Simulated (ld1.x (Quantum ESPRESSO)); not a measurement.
**Pseudopotential generation for Ta (part 2 of 2)**

The same run, continued: tantalum (Ta, Z = 73), core [Kr] 4d10 4f14 5s2, reference valence 5p6 5d3.5 6s1.5 6p0, valence charge 11. Method: TM potential, PBE, scalar-relativistic, made with ld1.x (Quantum ESPRESSO) 7.5.

### Output of the test run (extracts), continued
```
     ---------------------- Testing the pseudopotential ----------------------

     Ta
     scalar relativistic calculation

     atomic number is 73.00   valence charge is 11.00
     dft =PBE   lsd =0 sic =0 latt =0  beta=0.20 tr2=1.0E-14
     mesh =1273 r(mesh) = 100.43799 xmin = -7.00 dx = 0.01250

     n l     nl             e AE (Ry)        e PS (Ry)    De AE-PS (Ry)
     2 1     5P   1( 6.00)       -4.03906       -4.03993        0.00087
     3 2     5D   1( 3.00)       -1.34589       -1.34847        0.00258
     1 0     6S   1( 0.00)       -1.35483       -1.35858        0.00376
     3 1     6P   1( 0.00)       -0.92183       -0.84538       -0.07645  !

     eps = 8.9E-16  iter =  9

     Etot =  -31207.404855 Ry,  -15603.702428 Ha, -424598.373628 eV
     Etotps =   -76.470258 Ry,     -38.235129 Ha,   -1040.430869 eV
     dEtot_ae =       1.650110 Ry
     dEtot_ps =       1.652588 Ry,   Delta E=      -0.002478 Ry

     Ekin =      29.840764 Ry,      14.920382 Ha,     406.004277 eV
     Encl =     -90.760142 Ry,     -45.380071 Ha,   -1234.854645 eV
     Ehrt =      48.626157 Ry,      24.313078 Ha,     661.592568 eV
     Ecxc =     -11.968478 Ry,      -5.984239 Ha,    -162.839433 eV
     (Ecc =      -1.548675 Ry,      -0.774337 Ha,     -21.070792 eV)
     Epseu=     -52.208559 Ry,     -26.104280 Ha,    -710.333636 eV

     ---------------------- End of pseudopotential test ----------------------

     ---------------------- Testing the pseudopotential ----------------------

     Ta
     scalar relativistic calculation

     atomic number is 73.00   valence charge is 11.00
     dft =PBE   lsd =0 sic =0 latt =0  beta=0.20 tr2=1.0E-14
     mesh =1273 r(mesh) = 100.43799 xmin = -7.00 dx = 0.01250

     n l     nl             e AE (Ry)        e PS (Ry)    De AE-PS (Ry)
     2 1     5P   1( 6.00)       -3.59980       -3.61566        0.01586  !
     3 2     5D   1( 2.00)       -0.88971       -0.89305        0.00333
     1 0     6S   1( 2.00)       -0.92122       -0.92008       -0.00114
     3 1     6P   1( 0.00)       -0.52768       -0.46620       -0.06147  !

     eps = 1.8E-15  iter = 11

     Etot =  -31208.563101 Ry,  -15604.281551 Ha, -424614.132363 eV
     Etotps =   -77.628437 Ry,     -38.814219 Ha,   -1056.188696 eV
     dEtot_ae =       0.491864 Ry
     dEtot_ps =       0.494409 Ry,   Delta E=      -0.002545 Ry

     Ekin =      27.521427 Ry,      13.760713 Ha,     374.448088 eV
     Encl =     -96.578670 Ry,     -48.289335 Ha,   -1314.019746 eV
     Ehrt =      52.801778 Ry,      26.400889 Ha,     718.404787 eV
     Ecxc =     -12.058128 Ry,      -6.029064 Ha,    -164.059187 eV
     (Ecc =      -1.548675 Ry,      -0.774337 Ha,     -21.070792 eV)
     Epseu=     -49.314844 Ry,     -24.657422 Ha,    -670.962638 eV

     ---------------------- End of pseudopotential test ----------------------

     ---------------------- Testing the pseudopotential ----------------------

     Ta
     scalar relativistic calculation

     atomic number is 73.00   valence charge is 11.00
     dft =PBE   lsd =0 sic =0 latt =0  beta=0.20 tr2=1.0E-14
     mesh =1273 r(mesh) = 100.43799 xmin = -7.00 dx = 0.01250

     n l     nl             e AE (Ry)        e PS (Ry)    De AE-PS (Ry)
     2 1     5P   1( 6.00)       -3.27310       -3.26227       -0.01082  !
     3 2     5D   1( 4.00)       -0.66651       -0.66521       -0.00130
     1 0     6S   1( 0.00)       -0.79322       -0.79533        0.00211
     3 1     6P   1( 0.00)       -0.44841       -0.40648       -0.04193  !

     eps = 5.0E-15  iter =  8

     Etot =  -31208.399888 Ry,  -15604.199944 Ha, -424611.911735 eV
     Etotps =   -77.465626 Ry,     -38.732813 Ha,   -1053.973532 eV
     dEtot_ae =       0.655077 Ry
     dEtot_ps =       0.657221 Ry,   Delta E=      -0.002144 Ry

     Ekin =      31.145124 Ry,      15.572562 Ha,     423.751003 eV
     Encl =     -98.641222 Ry,     -49.320611 Ha,   -1342.082199 eV
     Ehrt =      55.848503 Ry,      27.924251 Ha,     759.857587 eV
     Ecxc =     -12.603639 Ry,      -6.301820 Ha,    -171.481247 eV
     (Ecc =      -1.548675 Ry,      -0.774337 Ha,     -21.070792 eV)
     Epseu=     -53.214391 Ry,     -26.607196 Ha,    -724.018675 eV

     ---------------------- End of pseudopotential test ----------------------

     ---------------------- Testing the pseudopotential ----------------------

     Ta
     scalar relativistic calculation

     atomic number is 73.00   valence charge is 11.00
     dft =PBE   lsd =0 sic =0 latt =0  beta=0.20 tr2=1.0E-14
     mesh =1273 r(mesh) = 100.43799 xmin = -7.00 dx = 0.01250

     n l     nl             e AE (Ry)        e PS (Ry)    De AE-PS (Ry)
     2 1     5P   1( 5.00)       -3.75261       -3.80716        0.05454  !
     3 2     5D   1( 3.00)       -0.97407       -0.98589        0.01182  !
     1 0     6S   1( 2.00)       -0.95056       -0.94675       -0.00381
     3 1     6P   1( 0.00)       -0.53995       -0.47090       -0.06905  !

     eps = 3.6E-15  iter = 14

     Etot =  -31205.821618 Ry,  -15602.910809 Ha, -424576.832591 eV
     Etotps =   -74.855772 Ry,     -37.427886 Ha,   -1018.464669 eV
     dEtot_ae =       3.233347 Ry
     dEtot_ps =       3.267074 Ry,   Delta E=      -0.033727 Ry

     Ekin =      27.970128 Ry,      13.985064 Ha,     380.552985 eV
     Encl =     -96.190110 Ry,     -48.095055 Ha,   -1308.733121 eV
     Ehrt =      51.414307 Ry,      25.707154 Ha,     699.527286 eV
     Ecxc =     -11.767749 Ry,      -5.883874 Ha,    -160.108379 eV
     (Ecc =      -1.548675 Ry,      -0.774337 Ha,     -21.070792 eV)
     Epseu=     -46.282349 Ry,     -23.141175 Ha,    -629.703440 eV

     ---------------------- End of pseudopotential test ----------------------

     ---------------------- Testing the pseudopotential ----------------------

     Ta
     scalar relativistic calculation

     atomic number is 73.00   valence charge is 11.00
     dft =PBE   lsd =0 sic =0 latt =0  beta=0.20 tr2=1.0E-14
     mesh =1273 r(mesh) = 100.43799 xmin = -7.00 dx = 0.01250

     n l     nl             e AE (Ry)        e PS (Ry)    De AE-PS (Ry)
     2 1     5P   1( 6.00)       -3.53293       -3.57421        0.04128  !
     3 2     5D   1( 3.00)       -0.85894       -0.89449        0.03555  !
     1 0     6S   1( 0.00)       -0.91743       -0.94308        0.02565  !
     3 1     6P   1( 1.00)       -0.53871       -0.50215       -0.03656  !

     eps = 7.5E-16  iter = 14

     Etot =  -31208.131980 Ry,  -15604.065990 Ha, -424608.266663 eV
     Etotps =   -77.142820 Ry,     -38.571410 Ha,   -1049.581532 eV
     dEtot_ae =       0.922985 Ry
     dEtot_ps =       0.980027 Ry,   Delta E=      -0.057042 Ry

     Ekin =      30.061684 Ry,      15.030842 Ha,     409.010049 eV
     Encl =     -95.993884 Ry,     -47.996942 Ha,   -1306.063321 eV
     Ehrt =      53.020690 Ry,      26.510345 Ha,     721.383239 eV
     Ecxc =     -12.197568 Ry,      -6.098784 Ha,    -165.956368 eV
     (Ecc =      -1.548675 Ry,      -0.774337 Ha,     -21.070792 eV)
     Epseu=     -52.033742 Ry,     -26.016871 Ha,    -707.955132 eV

     ---------------------- End of pseudopotential test ----------------------
```

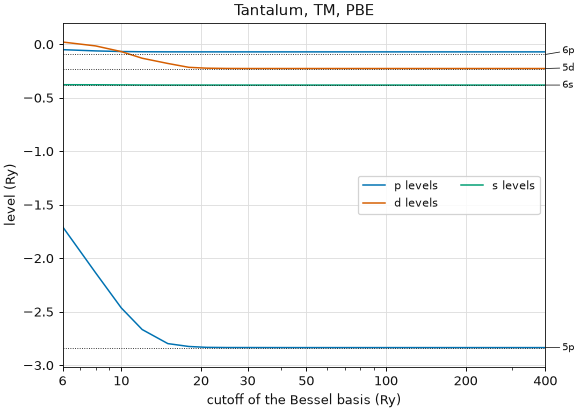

Figure 1. The pseudo-atom Hamiltonian at the reference potential is diagonalised in spherical Bessel functions (20 bohr box) up to the cutoff. Curves: the lowest levels of each channel that holds a bound state. Dotted lines: the all-electron valence levels.

- Ghost states: no ghost state below the valence levels in the p, d, s, f channels. Not every valence level is met: 6p ends 0.024 Ry too high at the highest cutoff, where a miss can come from the basis as well as from the potential.
- All-electron valence levels: 5p: -2.83 Ry; 6p: -0.09 Ry; 5d: -0.23 Ry; 6s: -0.38 Ry.

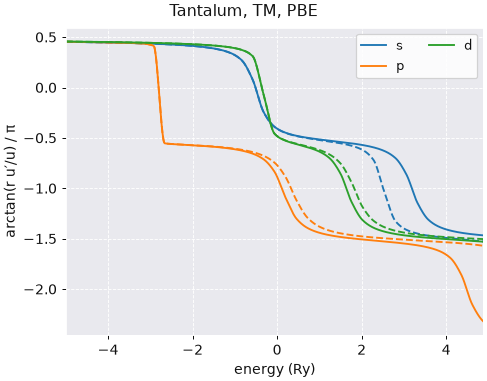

Figure 2. Unwrapped phase arctan(r u′/u) in units of π against energy, all-electron (solid) and pseudo (dashed); the pseudo phase is matched to the all-electron one at the reference energy. Here u = r R(r). A near-vertical step is a level narrower than the spacing of the points behind the curves.

- Range over which the phases agree within 0.05 rad: s: up to about 1.6 Ry; p: up to about -0.6 Ry; d: up to about 1.0 Ry.
- Ghost states: Going away from the reference energies, the phases part by more than π/2 in: s at about 2.6 Ry (above its reference energy, pseudo phase lower); p at about 4.5 Ry (above its reference energy, pseudo phase higher). Such a step is either a state that only one of the two atoms has or an ordinary level shifted in energy. The separate test gives: no ghost state below the valence levels in the p, d, s, f channels.

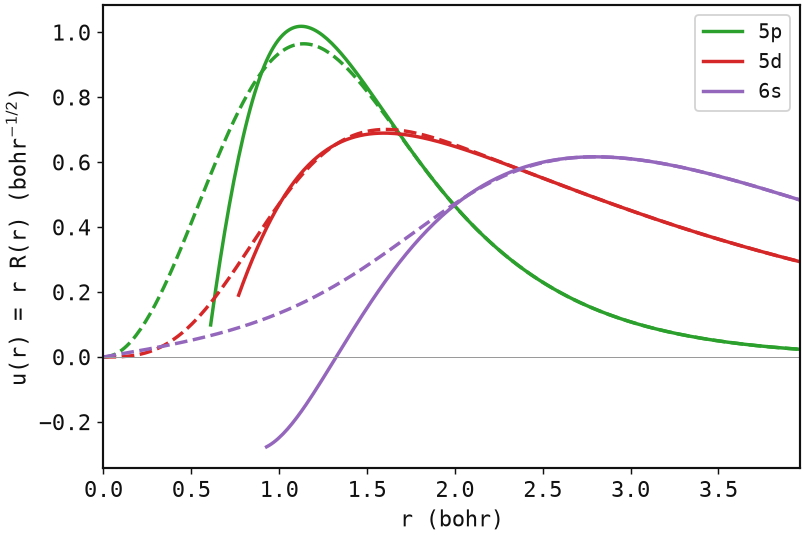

Figure 3. Pseudo-waves (dashed) against the all-electron radial functions (solid). The innermost oscillations of some all-electron curves aren't drawn. Reference configuration 5p6 5d3.5 6s1.5 6p0.

- Matching radii: 5p at 2.15 bohr; 5d at 2.65 bohr; 6s at 3.05 bohr. The curves merge smoothly, so the plot gives these only roughly.
- Nodes of the pseudo-waves: 5p has no node; 5d has no node; 6s has no node.

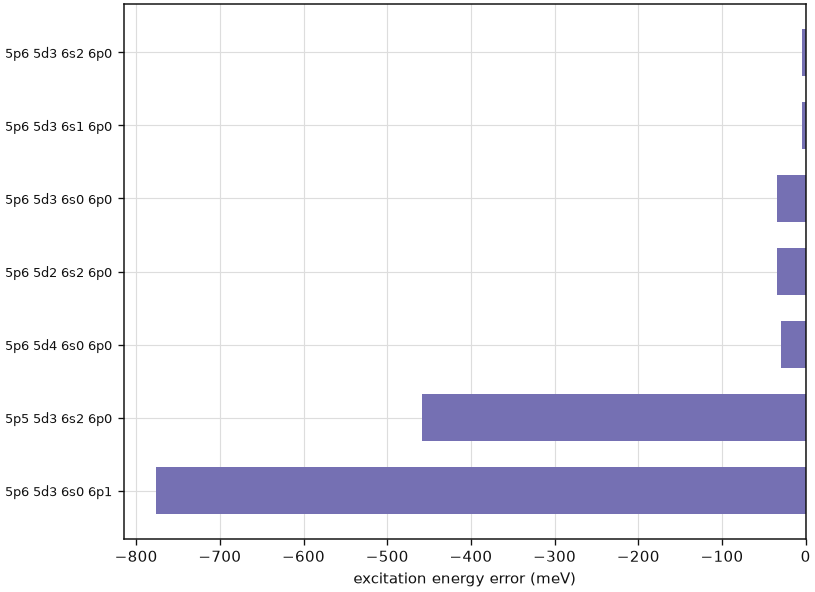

Figure 4. Errors, all-electron minus pseudo, of the energies of valence configurations relative to the unpolarised reference 5p6 5d3.5 6s1.5 6p0.

- Worst configuration: 5p6 5d3 6s0 6p1 (charge +1): the error is -776 meV on an all-electron energy of +12.56 eV relative to the reference, or 6.2 %.
- Configurations within 10 meV and within 50 meV: 2 and 5 of 7.
- Errors in meV: 5p6 5d3 6s2 6p0: -3.9; 5p6 5d3 6s1 6p0: -4.3; 5p6 5d3 6s0 6p0: -34; 5p6 5d2 6s2 6p0: -35; 5p6 5d4 6s0 6p0: -29; 5p5 5d3 6s2 6p0: -459; 5p6 5d3 6s0 6p1: -776.

Outcome of the run: generated.
